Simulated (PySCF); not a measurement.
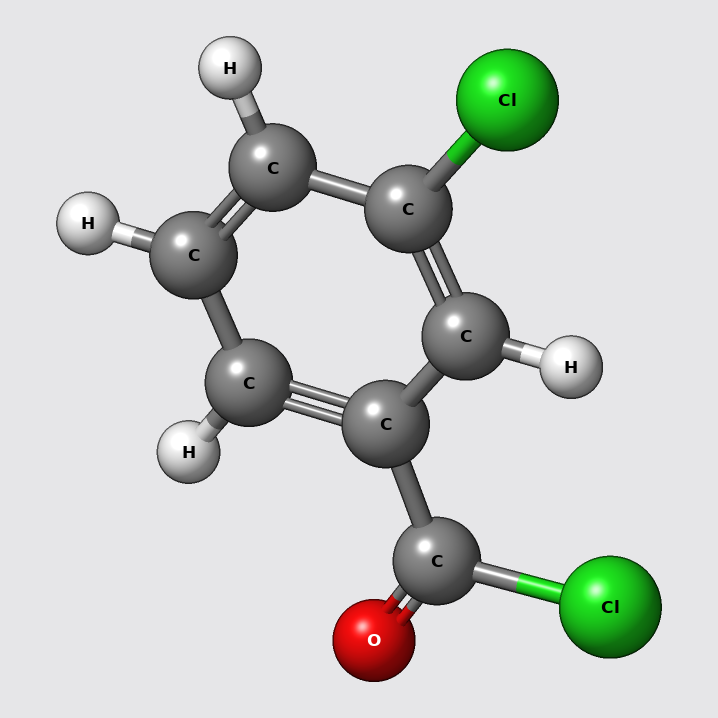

Double and triple bonds are drawn as two and three sticks.

The geometry was computed by an optimisation with GFN2-xTB. No frequency run is at hand to confirm it as a minimum.

What does the picture show?

The molecule is C7H4Cl2O. SMILES: `O=C(Cl)c1cccc(Cl)c1`. Independent rings (smallest set): 1 of 6 members, 1 of them aromatic. Among its groups: C–Cl bond. This geometry has Cs symmetry. All atoms lie on one plane. Coordination: 7 C trigonal planar.

More results for the same structure follow; atom numbers are the same in all pictures, views and colours differ.

Dipole moment

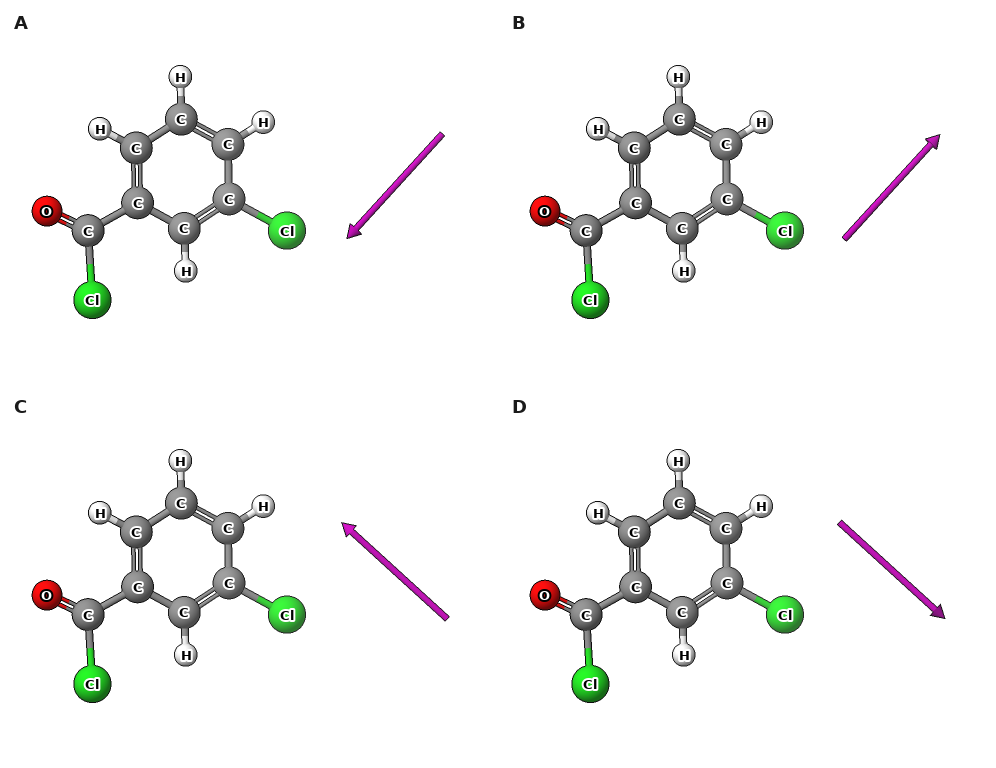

The same molecule four times, each with an arrow. No frequency run is at hand to confirm it as a minimum. Method: PBE0/def2-SVPD, gas phase (PySCF 2.14.0).

> Which arrow points along the dipole moment, from the negative to the positive end?

B. The dipole moment is 3.06 D.

Polarisability

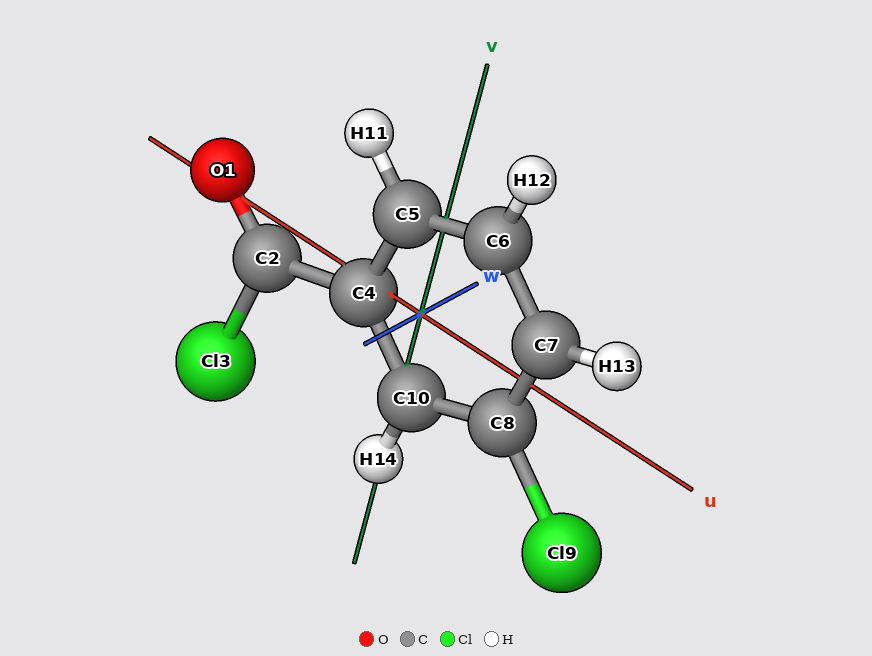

The lines u, v and w are the principal axes of the static dipole polarisability. No frequency run is at hand to confirm it as a minimum. Level of theory: PBE0/def2-SVPD (PySCF 2.14.0).

> Along which axis is the molecule most polarisable, and along which least?

Most along u (in the molecular plane, close to the long direction O1···Cl9), least along w (normal to the molecular plane).

> Give the three principal values.

u 146.8, v 127.0, w 63.9 bohr³; mean 112.5, anisotropy 75.0 bohr³.

Electronic properties

No frequency run is at hand to confirm it as a minimum. Properties computed with PBE0/def2-SVPD, gas phase (PySCF 2.14.0). Excitations: vertical, linear response.

> What is the LUMO energy (Kohn–Sham orbital)?

−2.56 eV.

> Estimate the lowest vertical singlet excitation.

4.40 eV.

> Give the HOMO energy (Kohn–Sham orbital) at this level.

−7.82 eV.

> Estimate the brightest of the 8 lowest singlets.

6.14 eV.
